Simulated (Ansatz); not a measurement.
System: cubic perovskite CsPbCl3 (cubic high-temperature phase). Method: BLYP (Ansatz, a quantum-chemistry and plane-wave program, plane waves, PAW).

Settings: plane-wave cutoff 520 eV, 6×6×6 k mesh, Fermi–Dirac smearing 0.01 eV, scalar-relativistic PAW data made under PBE.

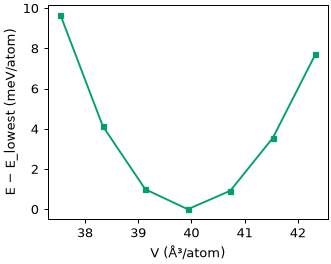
Figure. Total energy against volume

From the curve, estimate the equilibrium volume and the bulk modulus.

V0 ≈ 39.9 Å³/atom and B0 ≈ 19 GPa; the fit gives V0 = 39.933 Å³/atom, B0 = 19.2 GPa, B′ = 4.7.

Note: the cell is over a tenth larger than the published one: the level's own overestimate first of all, though another phase or state, or a fault of the published cell, is possible; the relaxation could not lower the start's symmetry, so the cell can be a saddle point above a distorted one.

Spin–orbit coupling is not included; it can shift volumes and moduli of such heavy elements.

Computed values are for the static lattice.

The result took very roughly 2.1 core-minutes.
